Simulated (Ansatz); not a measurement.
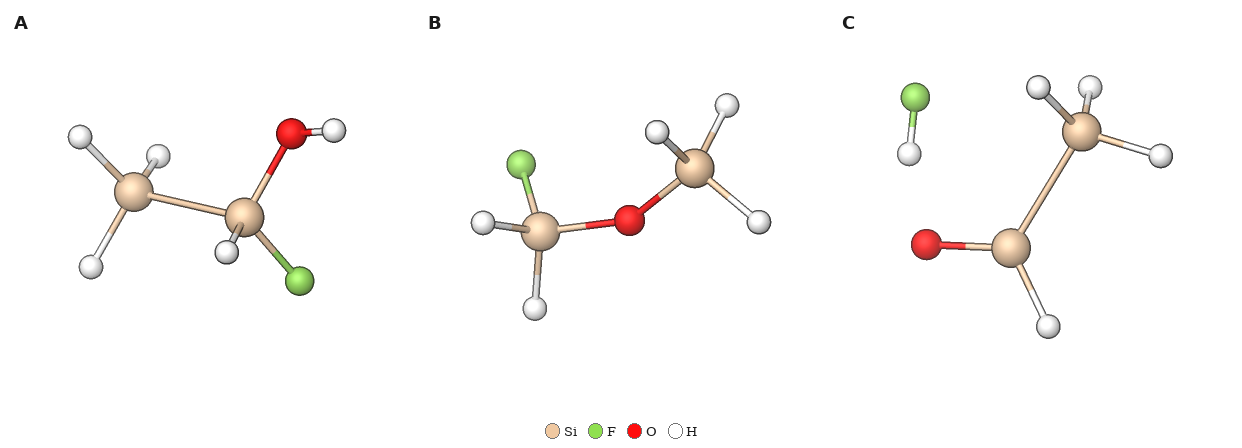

3 stationary structures of one formula. Geometries: PBE0-D4/def2-TZVP. Electronic energies: CCSD(T)/CBS (MP2 limit from def2-TZVPP and def2-QZVPP plus CCSD(T) − MP2) (Ansatz 0.2.0), without zero-point energy. Each is one conformer, not always the lowest.

Which structure is the most stable?

Answer. B is lowest (a minimum); A lies 114.1 kJ/mol above it (a minimum), C lies 386.1 kJ/mol above it (a minimum).
